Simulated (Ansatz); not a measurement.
The calculation's input:

```
crystal:
  periodic: [false, false, false]
  atoms:
    - { symbol: Sn, position_ang: [-0.5218, 0.2129, -0.9898] }
    - { symbol: O, position_ang: [0.7874, 1.0028, 0.8583] }
    - { symbol: H, position_ang: [0.3542, -0.769, -2.0774] }
    - { symbol: H, position_ang: [-0.2896, 1.8124, -1.5257] }
    - { symbol: H, position_ang: [-2.2116, 0.0086, -0.8462] }
    - { symbol: H, position_ang: [0.6026, -0.112, 1.441] }
    - { symbol: S, position_ang: [-0.1599, -1.6971, 1.0982] }
    - { symbol: H, position_ang: [0.4545, 1.6873, 1.4374] }
    - { symbol: H, position_ang: [0.9842, -2.146, 0.6041] }
basis:
  gaussian: { orbitals: def2-SVP }
hamiltonian:
  xc: b3lyp
relax:
  f_tol: 0.15
  max_steps: 25
  restrain:
    - { distance: [0, 6], at: 2.44, k: 30.0 }
    - { distance: [5, 1], at: 0.97, k: 30.0 }
    - { distance: [0, 1], at: 3.35, k: 30.0 }
    - { distance: [5, 6], at: 2.66, k: 30.0 }
output:
  orbitals: {}
```

Run with:

```sh
ansatz run input.yaml --threads 2 --pin off --max-ram 3072MiB --backend cpu --events-out ev --progress --plain --runs-dir out
```

The fields are those of the run's last geometry, not of the input's.

Core potentials replace the inner electrons of Sn.

These are results of RKS B3LYP/def2-SVP in Ansatz, not measurements.

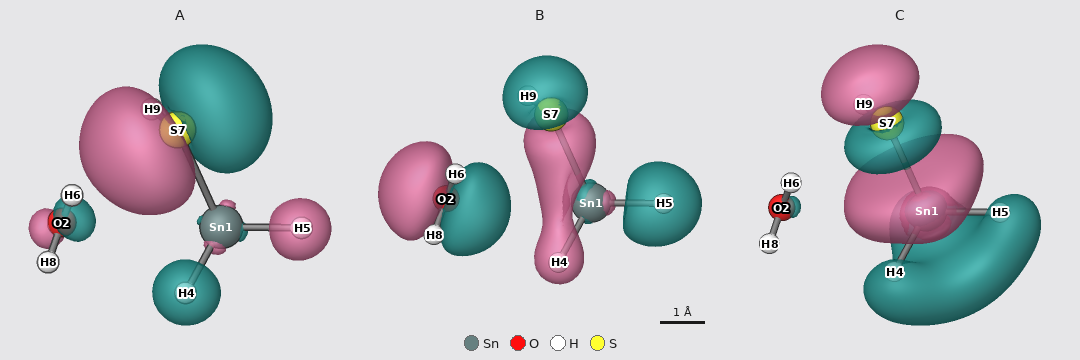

H₄SSn···H₂O. Three frontier orbitals at ±0.08 Å⁻³ᐟ² (teal and pink are the two phases), in no order.

Question: Which picture is the HOMO−1, the HOMO and the LUMO?

Answer: B is the HOMO−1 (−8.15 eV). By Hirshfeld shares it lies mainly on O2 (about 65 %), S7 (about 10 %), Sn1 (about 10 %) and H5 (about 5 %). A is the HOMO (−6.94 eV). Its weight (Hirshfeld) is mainly on S7 (about 80 %) and Sn1 (about 5 %); largely a lone pair of S7. C is the LUMO (−0.65 eV). By Hirshfeld shares it lies mainly on Sn1 (about 50 %) and S7 (about 30 %).

Question: What is the HOMO–LUMO gap?

Answer: 6.29 eV between the orbital energies.
